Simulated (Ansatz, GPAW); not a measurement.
# Work function of a 3-layer slab of Na(100) at several levels, part 3 of 3

Aim: the work function of both faces of a 3-layer slab of Na(100), and its spread over functionals and bases.

GPAW 26.7.0 and Ansatz 0.2.0; Ansatz plane waves; slab in vacuum with a dipole correction, relaxation (the session's first sound run).

So far, upper work function (eV): step 2 (relaxation, PBE) 2.65; step 6 (self-consistent run: xc = "vdW-DF2", GPAW, PAW setups, GPAW) 2.89; step 7 (self-consistent run: xc = "revPBE") 2.57; step 8 (real-space grid: mode = "fd", PBE, GPAW) 2.65; step 9 (atomic orbitals: mode = "lcao", PBE, GPAW) 2.63.

### Step 11. A second plane-wave code

A second program with its own datasets checks the number independently.

This step: Ansatz plane waves; slab in vacuum with a dipole correction (Ansatz 0.2.0).

The input, input.yaml:

```yaml
crystal:
  lattice:
    - [4.23, 0.0, 0.0]
    - [0.0, 4.23, 0.0]
    - [0.0, 0.0, 20.23]
  atoms:
    - { symbol: Na, position: [0.0, 0.0, 0.3954522986] }
    - { symbol: Na, position: [0.5, 0.5, 0.4964405354] }
    - { symbol: Na, position: [0.0, 0.0, 0.5977114285] }
kpoints:
  mp_grid: { grid: [8, 8, 1] }
hamiltonian:
  xc: pbe
scf:
  occupations: { method: fermi_dirac, width: 0.1 }
efield:
  axis: 3
  dipole_correction: true
  ramp_width: 0.05
output:
  forces: true
  write_potential: true
  write_density: true
  volumetric_format: npy
  elf: true
```

On the command line:

```
$ ansatz run input.yaml --threads 2 --pin off --max-ram 4096MiB --backend cpu --events-out ev --progress --plain --runs-dir out
```

Numbers of over 12 decimals in the logs are rounded to 6 here.

What it wrote:

```text
[...]
Crystal: 3 atoms, lattice volume = 361.973 Å³
Basis set: ecut = 420 eV, 6999 PW (Γ), exchange–correlation on 60×60×288 points (8 copies of the dense FFT grid, shifted against one another)
Bands: 18, of which v1, the nominal top of the filled ones, is band 14 counted from 1 (13 counted from 0)
Symmetry: 8 space group operations
[...]
k-points: 15 of 64
[...]
SCF iter   1: F=—  HF=-4458.804986 eV  |F-HF|=—  |Δ(HF+E_count)|=         —  Δρ=8.98e-4  dr2=3.47e-2  ethr=1.77e-3  p=0.000 e·Å  D=1.51e-4 V/Å  ΔV_dip=-0.00 eV  dr2_dipole=2.53e-6  V_vac-E_F(+/−)=2.49/2.49 eV  ⟨swp⟩=6.1  Hψ=1317  notcnv=0
[...]
SCF iter   6: F=-4458.797815 eV  HF=-4458.797815 eV  |F-HF|=9.14e-9  |Δ(HF+E_count)|=   2.14e-7  Δρ=1.47e-6  dr2=1.95e-8  ethr=3.70e-10  p=0.000 e·Å  D=2.03e-5 V/Å  ΔV_dip=-0.00 eV  dr2_dipole=7.53e-12  V_vac-E_F(+/−)=2.65/2.65 eV  ⟨swp⟩=11.5  Hψ=1940  notcnv=0
SCF 1 converged in 6 iterations: F = -4458.797815 eV  dr2 = 1.95e-8
[...]
SCF converged after 6 iterations
Free energy (F): -4458.797815 eV
[...]
Internal energy: -4458.747109 eV  (E = F + TS)
E sigma→0 (E₀):  -4458.772462 eV
Entropy (-TS):   -0.050706 eV (-16.902 meV/atom)
Fermi energy:    -1.241110 eV
Dipole field:    D = 0.000023 V/Å  (p = 0.000046 e·Å, saw-weighted, corrected)
Work function:   Φ+ = 2.6521 eV   Φ− = 2.6526 eV
[...]
--- Forces (eV/Å), atoms counted from 1 ---
  atom   1  Na    -0.00000000     0.00000000    -0.00172039
  atom   2  Na     0.00000000     0.00000000     0.00191279
  atom   3  Na     0.00000000     0.00000000    -0.00019316
  max |Σ_I F_I| component: 7.53e-7 eV/Å
--- Band table (eV; the first three rows and the last of 15) ---
  k-point 0: bands = [... 10 lower, -26.1126, -26.1126, -3.9582, -2.4821, -0.8027, 0.5956, 1.2044, 2.3149]
  k-point 1: bands = [... 10 lower, -26.1133, -26.1126, -3.8236, -2.3497, -0.6745, 0.7229, 1.3327, 2.2502]
  k-point 2: bands = [... 10 lower, -26.1150, -26.1126, -3.4218, -1.9540, -0.2932, 0.7056, 1.0972, 1.7363]
  k-point 14: bands = [... 10 lower, -26.1169, -26.1169, -0.0306, -0.0306, 0.3243, 0.6816, 1.4025, 1.4025]
```

It took 13 s on 2 threads of Arm Neoverse N1, shared host; peak memory 0.46 GiB; 15 s of CPU time.

The column dr2 measures how far the density is from self-consistency, as an energy; F and HF (Harris–Foulkes) agree once it is small.

This step gave:

- upper work function: 2.652 eV
- lower work function: 2.653 eV
- dipole along the normal: 4.61e-5 e·Å
- dipole field: 2.30e-5 V/Å
- vacuum level below: 1.411 eV

The electrostatic potential energy of an electron (with the applied field's), less the Fermi level, planar mean by z:

| z (Å) | electrostatic potential energy of an electron (with the applied field's), less the Fermi level, planar mean (eV) |
| --- | --- |
| 0 | 2.65 |
| 2 | 2.65 |
| 4 | 2.65 |
| 6 | 2.40 |
| 8 | -3.54 |
| 10 | -3.30 |
| 12 | -3.34 |
| 14 | 2.35 |
| 16 | 2.64 |
| 18 | 2.65 |
| 20 | 2.65 |

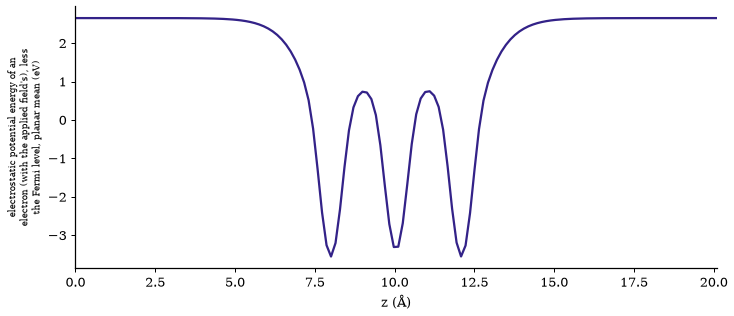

Electrostatic potential energy of an electron (with the applied field's), less the Fermi level, planar mean against z.

The valence density, planar mean oscillates, so the rows of the table below give means over windows of 2 Å about each position, cut where the curve ends. Its maxima inside the range that stand out by 2 % of the span (Å: e/Å³): 8.0: 0.650, 10.0: 0.638, 12.1: 0.65. Its minima: 9.0: 0.0374, 11.1: 0.0372.

Valence density, planar mean against z; means over each step:

| z (Å) | valence density, planar mean (e/Å³) |
| --- | --- |
| 2 | 5.0e-6 |
| 4 | 2.1e-4 |
| 6 | 0.00537 |
| 8 | 0.245 |
| 10 | 0.251 |
| 12 | 0.246 |
| 14 | 0.00629 |
| 16 | 2.5e-4 |
| 18 | 6.0e-6 |

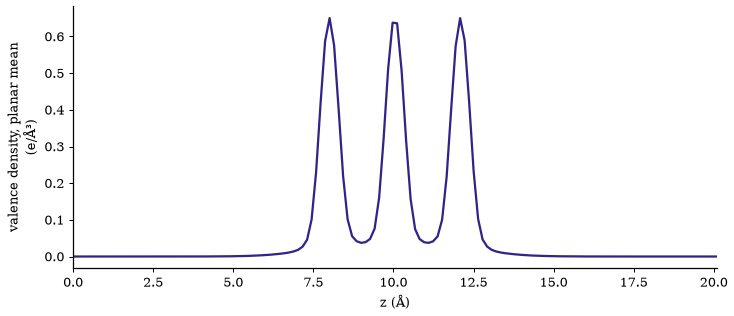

Valence density, planar mean, plotted against z.

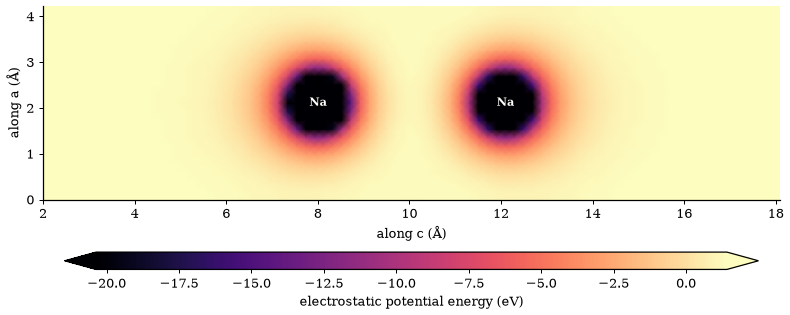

Electrostatic potential energy in the ca plane at fractional y = 0.000, with atoms of Na within 0.2 Å of it. With pseudopotentials it is smooth inside the atoms' cores, unlike the true potential. The map starts off the cell's origin, so that atoms lie inside it. The far vacuum is left out of the map.

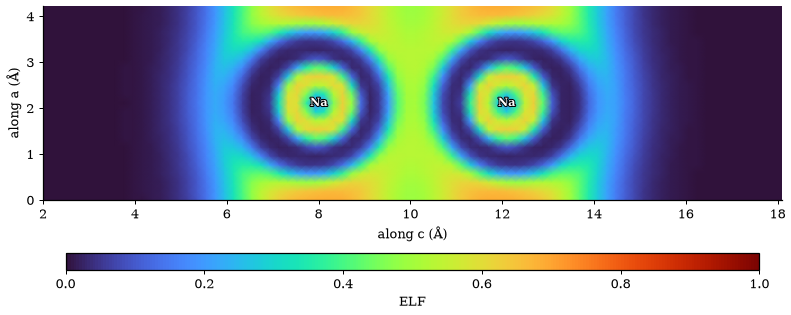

ELF in the ca plane at fractional y = 0.000, with atoms of Na within 0.2 Å of it. It is the smooth field of the valence electrons, not physical close to the nuclei. The map starts off the cell's origin, so that atoms lie inside it. The far vacuum is left out of the map.

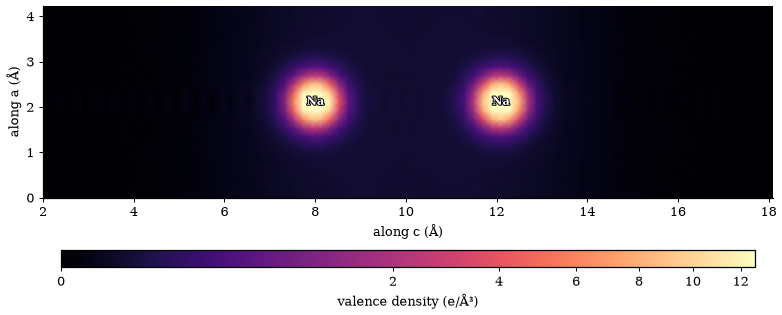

Valence density in the ca plane at fractional y = 0.000, with atoms of Na within 0.2 Å of it. It is the smooth field of the valence electrons, not physical close to the nuclei. The map starts off the cell's origin, so that atoms lie inside it. The colour scale is stretched toward low values. The far vacuum is left out of the map.

The upper face's work function is 2.652 eV, against 2.651 eV in the first plane-wave PBE run at this geometry.

### Step 12. Side by side

Results and costs are gathered.

This step: comparison of work functions, dipole and cost (GPAW 26.7.0).

Ladder, by row:

| step | code | work function, upper (eV) | work function, lower (eV) | dipole (e Å) | wall time (s) | peak memory (GiB) | threads |
| --- | --- | --- | --- | --- | --- | --- | --- |
| pw | GPAW | 2.651 | 2.651 | -1.73e-5 | 47.63 | 0.22 | 2 |
| LDA | GPAW | 2.769 | 2.769 | -2.27e-5 | 50.21 | 0.2 | 2 |
| optPBE-vdW | GPAW | 2.767 | 2.768 | -2.03e-5 | 126.4 | 0.41 | 2 |
| vdW-DF2 | GPAW | 2.893 | 2.893 | -3.84e-5 | 101.3 | 0.41 | 2 |
| revPBE | GPAW | 2.571 | 2.571 | -1.50e-5 | 46.65 | 0.22 | 2 |
| fd | GPAW | 2.651 | 2.651 | 2.86e-5 | 240.5 | 0.58 | 2 |
| lcao | GPAW | 2.628 | 2.628 | 5.88e-5 | 615.9 | 0.41 | 2 |
| ansatz | Ansatz | 2.652 | 2.653 | 4.61e-5 | 13.26 | 0.46 | 2 |

### Step 13. Outcome

* work function, both faces: 2.65 eV
* dipole along the normal: -1.7e-5 e Å, near the numerical noise

What this shows: With plane waves and PBE the work function is 2.65 eV on the upper face and 2.65 eV on the lower. Over the sound runs of the table the upper face's work function spans 2.571 (revPBE) to 2.893 eV (vdW-DF2). The two plane-wave codes differ by 1.0e-3 eV on the upper face. The slab is only 4.1 Å thick between its outer nuclei, so the values belong to this film more than to the surface of the bulk metal. The in-plane lattice was kept as typed, which isn't the functional's own and leaves some strain; spin-orbit coupling and temperature are left out.

[Logs are printed without paths, hosts, clocks, repeated set-up lines and the standing remarks that a program may print on its own settings, such as how far it seeks lower states.]

[Hosts, paths, dates, database ids (printed as entryN), source tags and the programs' standing remarks are cut or masked in the printed files.]
